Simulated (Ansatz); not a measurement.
Cl$_{3}$F$_{2}$Ta

The calculation's input:

```
crystal:
  periodic: [false, false, false]
  atoms:
    - { symbol: Ta, position_ang: [0.0, 0.0, 0.0] }
    - { symbol: F, position_ang: [1.93, 0.0, 0.0] }
    - { symbol: Cl, position_ang: [0.0, 0.0, 2.47] }
    - { symbol: F, position_ang: [0.0, 0.0, -1.93] }
    - { symbol: Cl, position_ang: [-1.235, 2.139, 0.0] }
    - { symbol: Cl, position_ang: [-1.235, -2.139, 0.0] }
basis:
  gaussian: { orbitals: def2-SVP }
hamiltonian:
  xc: pbe
  dispersion: d4
relax:
  f_tol: 0.02
  max_steps: 40
output:
  orbitals: {}
```

Launched as:

```sh
ansatz run input.yaml --threads 2 --pin off --max-ram 3072MiB --backend cpu --events-out ev --progress --plain --runs-dir out
```

The fields are those of the run's last geometry, not of the input's.

Core potentials replace the inner electrons of Ta.

The calculation used RKS PBE-D4/def2-SVP (Ansatz 0.2.0).

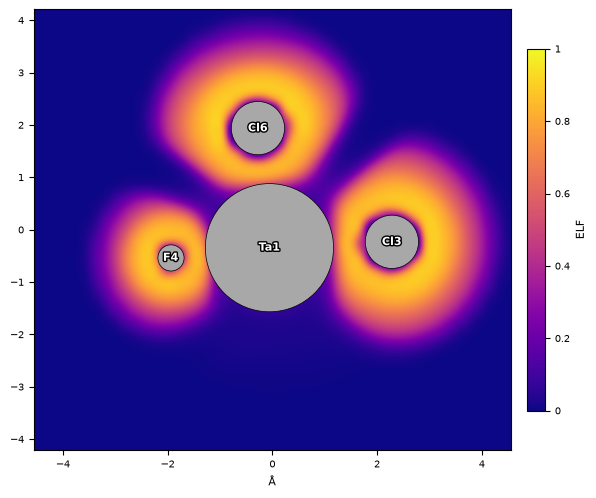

Figure 1. Electron localisation function on the plane of atoms Cl3, Ta1 and Cl6. Grey discs cover the atomic cores.

**What does the map show?**

- The plane passes through Ta, Cl and F nuclei.
- Ta–F (1.90 Å): the ELF peaks at about 0.85 in the valence shell of F, 0.5 Å from its nucleus, and drops to about 0.20 between the two atoms.
- Ta–Cl (2.29 Å): the ELF peaks at about 0.85 in the valence shell of Cl, 0.8 Å from its nucleus, and is about 0.40 at the midpoint.
- Ta–Cl (2.34 Å): the ELF peaks at about 0.85 in the valence shell of Cl, 0.8 Å from its nucleus, and is about 0.35 at the midpoint.

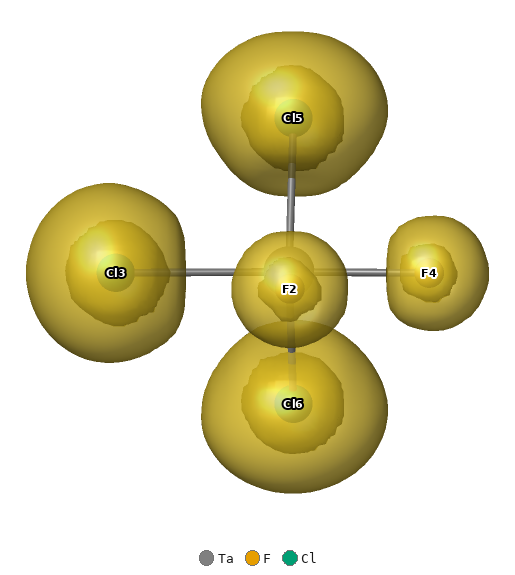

Figure 2. Isosurface of the electron localisation function at 0.75 (yellow), seen across its widest extent. Only the valence region is drawn (cores and ρ < 0.01 e/Å³ removed).

**What do the ELF domains correspond to?**

The ELF exceeds this value in three regions wrapped around Cl (the valence shell of each) and two regions wrapped around F (the valence shell of each). Profiles from the grid: Ta–F (1.87 Å): the ELF peaks at about 0.85 in the valence shell of F, 0.6 Å from its nucleus, and drops to about 0.20 between the two atoms.

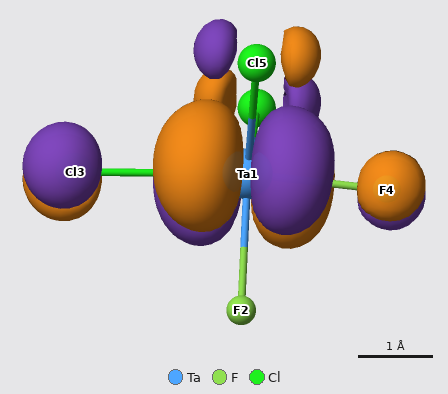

Figure 3. The LUMO at ±0.15 Å⁻³ᐟ² (orange and purple are the two phases), seen from one side.

**Describe this orbital and give its energy.**

Its weight (Hirshfeld) is mainly on Ta1 (about 65 %), Cl3 (about 10 %), F4 (about 10 %), Cl5 (about 5 %) and Cl6 (about 5 %). Its energy is −4.24 eV.
